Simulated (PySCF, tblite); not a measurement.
# Si3H8O3: a rotation path, then NMR shifts on frames, part 2 of 2

tblite 0.8.0 and PySCF 2.14.0. Atoms count from 0. Earlier steps stand in the parts before.

### Step 5. Nuclear shieldings: image 4, PBE0/pcSseg-1

The job: settings as JSON, then the geometry in Å.

```
{"job": {"kind": "nmr", "xc": "PBE0", "basis": "pcSseg-1", "pop": false}, "charge": 0, "multiplicity": 1}
O     -2.784800     1.047400     0.491700
Si    -1.706900     1.026500    -0.716500
O     -0.925000    -0.397100    -0.743400
Si     0.365900    -1.302200    -0.406500
O      1.562700    -0.385900     0.174500
Si     2.158200     0.961700     0.847000
H     -3.321800     0.288800     0.706600
H     -2.317000     1.061000    -2.041700
H     -0.854000     2.147500    -0.367200
H      0.843900    -1.855300    -1.663800
H     -0.031800    -2.244100     0.632600
H      1.794600     0.951700     2.264100
H      3.595800     0.834300     0.623500
H      1.619500     2.145200     0.177100
```

With the program's defaults for keys left out, this is: GIAO PBE0/pcSseg-1 NMR shielding, non-relativistic, gas phase.

Log:

```text
coarse grid: 13096 points
cycle   1  E = -1098.1794302301  dE =  7.379e-01  |g| = 1.202e+00  |ddm| = 3.462e+00
cycle   2  E = -1097.8265722445  dE =  3.529e-01  |g| = 1.822e+00  |ddm| = 2.198e+00
cycle   3  E = -1098.4226988579  dE = -5.961e-01  |g| = 8.852e-02  |ddm| = 1.530e+00
cycle   4  E = -1098.4237524757  dE = -1.054e-03  |g| = 5.537e-02  |ddm| = 1.098e-01
cycle   5  E = -1098.4242507157  dE = -4.982e-04  |g| = 1.314e-02  |ddm| = 4.299e-02
cycle   6  E = -1098.4242797069  dE = -2.899e-05  |g| = 1.532e-03  |ddm| = 1.013e-02
cycle   7  E = -1098.4242799539  dE = -2.470e-07  |g| = 1.108e-03  |ddm| = 1.917e-03
final grid: 112384 points
cycle   8  E = -1098.4875564471  dE = -8.952e-06  |g| = 1.011e-02  |ddm| = 1.314e-02
cycle   9  E = -1098.4875353872  dE =  2.106e-05  |g| = 1.500e-02  |ddm| = 1.537e-02
cycle  10  E = -1098.4875727679  dE = -3.738e-05  |g| = 4.328e-04  |ddm| = 9.588e-03
cycle  11  E = -1098.4875727922  dE = -2.434e-08  |g| = 2.292e-04  |ddm| = 4.467e-04
cycle  12  E = -1098.4875728009  dE = -8.743e-09  |g| = 3.275e-05  |ddm| = 1.558e-04
cycle  13  E = -1098.4875728011  dE = -1.571e-10  |g| = 9.544e-06  |ddm| = 3.270e-05
converged SCF energy = -1098.4875728011

GIAO shielding tensors (ppm)
atom      isotropic    diamagn.    paramagn.     s11        s22        s33       span
  0 O      283.208     388.458    -105.250    237.604    288.586    323.435     85.831
  1 Si     388.557     880.263    -491.707    377.339    387.128    401.202     23.863
  2 O      236.332     402.187    -165.855    207.476    232.193    269.328     61.852
  3 Si     396.879     881.123    -484.244    390.811    397.916    401.909     11.097
  4 O      292.052     400.976    -108.924    234.740    274.015    367.402    132.663
  5 Si     390.935     880.073    -489.139    353.090    359.710    460.004    106.914
  6 H       29.585      31.704      -2.119     21.964     24.968     41.822     19.858
  7 H       26.588      28.915      -2.327     22.684     24.698     32.383      9.699
  8 H       26.615      31.950      -5.335     22.846     25.498     31.501      8.655
  9 H       26.797      29.737      -2.940     23.114     24.678     32.600      9.487
 10 H       26.713      30.745      -4.032     23.183     24.728     32.229      9.045
 11 H       26.452      30.091      -3.640     23.392     24.712     31.251      7.859
 12 H       26.524      28.589      -2.065     22.969     24.813     31.792      8.823
 13 H       26.401      31.041      -4.640     22.686     26.236     30.282      7.596
```

It took 22 s on 1 thread of Intel Xeon Platinum 8488C, shared host; peak memory 0.79 GiB.

In short: δ O2 99.7, O0 52.9, O4 44.0, Si1 -39.4, H13 5.32, H11 5.27 ppm.

### Step 6. NMR shieldings: image 6, PBE0/pcSseg-1

The job: settings as JSON, then the geometry in Å.

```
{"job": {"kind": "nmr", "xc": "PBE0", "basis": "pcSseg-1", "pop": false}, "charge": 0, "multiplicity": 1}
O     -2.275400     1.259500     0.622700
Si    -1.694400     0.991500    -0.865400
O     -0.904600    -0.426100    -0.938900
Si     0.379400    -1.309900    -0.526500
O      1.488700    -0.405900     0.223600
Si     1.967900     0.937500     0.993200
H     -2.655800     0.559300     1.147700
H     -2.736800     0.788300    -1.864100
H     -0.809700     2.125100    -1.066200
H      0.983400    -1.774600    -1.764000
H     -0.088900    -2.314400     0.420700
H      1.526000     0.828900     2.384100
H      3.421600     0.896500     0.853600
H      1.398100     2.123900     0.357300
```

With the program's defaults for keys left out, this is: GIAO PBE0/pcSseg-1 NMR shielding, non-relativistic, gas phase.

Log:

```text
coarse grid: 13096 points
cycle   1  E = -1098.1803961725  dE =  7.388e-01  |g| = 1.200e+00  |ddm| = 3.462e+00
cycle   2  E = -1097.8328165628  dE =  3.476e-01  |g| = 1.815e+00  |ddm| = 2.161e+00
cycle   3  E = -1098.4230489627  dE = -5.902e-01  |g| = 8.892e-02  |ddm| = 1.499e+00
cycle   4  E = -1098.4240896164  dE = -1.041e-03  |g| = 5.645e-02  |ddm| = 1.104e-01
cycle   5  E = -1098.4246090021  dE = -5.194e-04  |g| = 1.304e-02  |ddm| = 4.317e-02
cycle   6  E = -1098.4246375013  dE = -2.850e-05  |g| = 1.592e-03  |ddm| = 1.018e-02
cycle   7  E = -1098.4246377614  dE = -2.601e-07  |g| = 1.166e-03  |ddm| = 1.961e-03
final grid: 112384 points
cycle   8  E = -1098.4878555385  dE = -8.287e-06  |g| = 1.017e-02  |ddm| = 1.355e-02
cycle   9  E = -1098.4878342741  dE =  2.126e-05  |g| = 1.509e-02  |ddm| = 1.529e-02
cycle  10  E = -1098.4878720695  dE = -3.780e-05  |g| = 4.483e-04  |ddm| = 9.524e-03
cycle  11  E = -1098.4878720960  dE = -2.645e-08  |g| = 2.303e-04  |ddm| = 4.508e-04
cycle  12  E = -1098.4878721048  dE = -8.848e-09  |g| = 3.306e-05  |ddm| = 1.565e-04
cycle  13  E = -1098.4878721050  dE = -1.648e-10  |g| = 1.021e-05  |ddm| = 3.336e-05
converged SCF energy = -1098.4878721050

GIAO shielding tensors (ppm)
atom      isotropic    diamagn.    paramagn.     s11        s22        s33       span
  0 O      283.233     390.858    -107.625    238.194    288.581    322.923     84.729
  1 Si     387.957     880.459    -492.502    377.696    387.489    398.686     20.991
  2 O      234.571     402.133    -167.562    222.232    225.598    255.883     33.650
  3 Si     395.598     881.390    -485.792    390.671    397.343    398.779      8.109
  4 O      292.249     401.325    -109.076    237.037    272.281    367.430    130.393
  5 Si     390.700     880.264    -489.563    353.720    358.761    459.619    105.899
  6 H       29.642      32.908      -3.267     22.234     25.055     41.636     19.403
  7 H       26.646      28.484      -1.839     22.704     24.631     32.602      9.898
  8 H       26.685      31.405      -4.721     23.702     24.902     31.451      7.749
  9 H       26.799      29.733      -2.934     23.047     24.654     32.695      9.649
 10 H       26.734      30.893      -4.159     23.255     24.689     32.258      9.003
 11 H       26.435      30.321      -3.885     23.450     24.673     31.183      7.733
 12 H       26.487      28.753      -2.266     22.913     24.725     31.823      8.910
 13 H       26.368      31.333      -4.965     22.690     26.363     30.050      7.360
```

It took 23 s on 1 thread of Intel Xeon Platinum 8488C, shared host; peak memory 0.79 GiB.

In short: δ O2 101.5, O0 52.8, O4 43.8, Si1 -38.8, H13 5.35, H11 5.28 ppm.

### Step 7. Shielding tensors: image 8, PBE0/pcSseg-1

The job: settings as JSON, then the geometry in Å.

```
{"job": {"kind": "nmr", "xc": "PBE0", "basis": "pcSseg-1", "pop": false}, "charge": 0, "multiplicity": 1}
O     -1.782800     1.573300     0.532100
Si    -1.771000     0.912500    -0.946700
O     -0.915100    -0.467300    -1.004600
Si     0.427400    -1.290900    -0.655000
O      1.394400    -0.452200     0.331700
Si     1.825900     0.872700     1.158200
H     -1.976700     1.065600     1.315600
H     -3.094700     0.462900    -1.363000
H     -1.137600     1.949500    -1.742500
H      1.157100    -1.496000    -1.896400
H      0.000300    -2.468700     0.087300
H      1.212200     0.762000     2.483800
H      3.283700     0.781600     1.216300
H      1.376200     2.074600     0.461000
```

With the program's defaults for keys left out, this is: GIAO PBE0/pcSseg-1 NMR shielding, non-relativistic, gas phase.

Log:

```text
coarse grid: 13096 points
cycle   1  E = -1098.1814220141  dE =  7.349e-01  |g| = 1.200e+00  |ddm| = 3.463e+00
cycle   2  E = -1097.8322070988  dE =  3.492e-01  |g| = 1.816e+00  |ddm| = 2.138e+00
cycle   3  E = -1098.4237703055  dE = -5.916e-01  |g| = 8.718e-02  |ddm| = 1.480e+00
cycle   4  E = -1098.4248105714  dE = -1.040e-03  |g| = 5.364e-02  |ddm| = 1.090e-01
cycle   5  E = -1098.4252756488  dE = -4.651e-04  |g| = 1.349e-02  |ddm| = 4.161e-02
cycle   6  E = -1098.4253061772  dE = -3.053e-05  |g| = 1.444e-03  |ddm| = 1.023e-02
cycle   7  E = -1098.4253063869  dE = -2.097e-07  |g| = 1.092e-03  |ddm| = 1.863e-03
final grid: 112384 points
cycle   8  E = -1098.4890788243  dE = -9.620e-06  |g| = 1.015e-02  |ddm| = 1.392e-02
cycle   9  E = -1098.4890578424  dE =  2.098e-05  |g| = 1.502e-02  |ddm| = 1.511e-02
cycle  10  E = -1098.4890952343  dE = -3.739e-05  |g| = 4.456e-04  |ddm| = 9.445e-03
cycle  11  E = -1098.4890952614  dE = -2.714e-08  |g| = 2.261e-04  |ddm| = 4.621e-04
cycle  12  E = -1098.4890952699  dE = -8.455e-09  |g| = 3.696e-05  |ddm| = 1.511e-04
cycle  13  E = -1098.4890952701  dE = -2.196e-10  |g| = 8.838e-06  |ddm| = 3.676e-05
converged SCF energy = -1098.4890952701

GIAO shielding tensors (ppm)
atom      isotropic    diamagn.    paramagn.     s11        s22        s33       span
  0 O      280.416     392.061    -111.645    235.501    287.983    317.763     82.262
  1 Si     389.819     880.623    -490.804    382.017    389.963    397.476     15.459
  2 O      235.907     402.389    -166.482    177.842    224.750    305.127    127.285
  3 Si     396.361     881.416    -485.055    391.837    394.899    402.348     10.511
  4 O      294.971     401.587    -106.616    240.411    276.010    368.491    128.080
  5 Si     392.408     880.512    -488.104    360.128    361.121    455.974     95.847
  6 H       29.567      33.845      -4.278     22.654     24.861     41.186     18.532
  7 H       26.647      28.489      -1.843     22.708     24.572     32.659      9.951
  8 H       26.842      30.382      -3.540     23.895     24.457     32.174      8.279
  9 H       26.741      29.819      -3.078     23.046     24.600     32.578      9.532
 10 H       26.760      30.553      -3.792     23.148     24.664     32.469      9.321
 11 H       26.573      30.771      -4.198     23.621     24.836     31.261      7.640
 12 H       26.524      28.890      -2.366     22.977     24.759     31.836      8.859
 13 H       26.351      31.319      -4.968     22.944     26.104     30.005      7.061
```

It took 23 s on 1 thread of Intel Xeon Platinum 8488C, shared host; peak memory 0.79 GiB.

This run: δ O2 100.2, O0 55.7, O4 41.1, Si1 -40.7, H13 5.37, H12 5.19 ppm.

### Step 8. Comparing the runs: NMR shifts

Shifts (ppm) of some atoms, chosen among heavy atoms and hydrogens apart, with basis size and wall time:

| frame | H13 | H8 | O2 | O0 | O4 | Si1 | Si5 | functions | time |
| --- | --- | --- | --- | --- | --- | --- | --- | --- | --- |
| image 0 | 5.11 | 4.97 | 93.3 | 47.9 | 42.7 | -40.7 | -44.0 | 163 | 21 s |
| image 2 | 5.20 | 5.07 | 95.7 | 50.4 | 43.2 | -39.9 | -42.7 | 163 | 21 s |
| image 4 | 5.32 | 5.10 | 99.7 | 52.9 | 44.0 | -39.4 | -41.8 | 163 | 22 s |
| image 6 | 5.35 | 5.03 | 101.5 | 52.8 | 43.8 | -38.8 | -41.5 | 163 | 23 s |
| image 8 | 5.37 | 4.88 | 100.2 | 55.7 | 41.1 | -40.7 | -43.2 | 163 | 23 s |

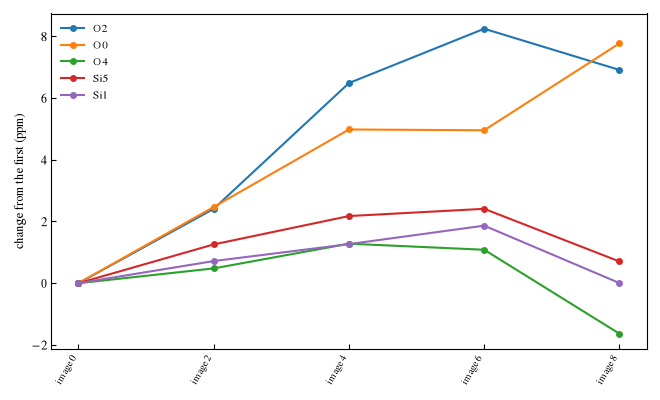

How five of the tabulated atoms move from run to run.

### Step 9. Outcome

The summary covers parts 1 to 2.

| quantity | value |
| --- | --- |
| barrier | 0.024 eV (0.6 kcal/mol) at image 4 |
| end to end (GFN2-xTB) | -0.012 eV |
| 1H shifts against TMS (PBE0/pcSseg-1, image 0) | 5.23, 5.18, 5.17, 5.11, 4.99, 4.97, 4.93, 2.02 ppm |
| 17O shifts against H2O (PBE0/pcSseg-1, image 0) | 93.3, 47.9, 42.7 ppm |
| 29Si shifts against TMS (PBE0/pcSseg-1, image 0) | -40.7, -44.0, -46.9 ppm |
| range of the shift of O2 | 93.3 to 101.5 ppm |

Along the band the dihedral turns by 118°, and the top (dihedral -101°) lies 0.6 kcal/mol above the start (GFN2-xTB, rough), so at room temperature this motion is fast. Ends this close can change order at a higher level. The top was not checked by a frequency run. Shifts at one fixed geometry are not the observed spectrum, which averages over the motion. In the first frame run (image 0): The widest tensor belongs to O2: span 162 ppm, with a paramagnetic part of -160 ppm. In ppm, O2 moves most: its shift spreads over 8.3 ppm, from 93.3 (image 0) to 101.5 (image 6).
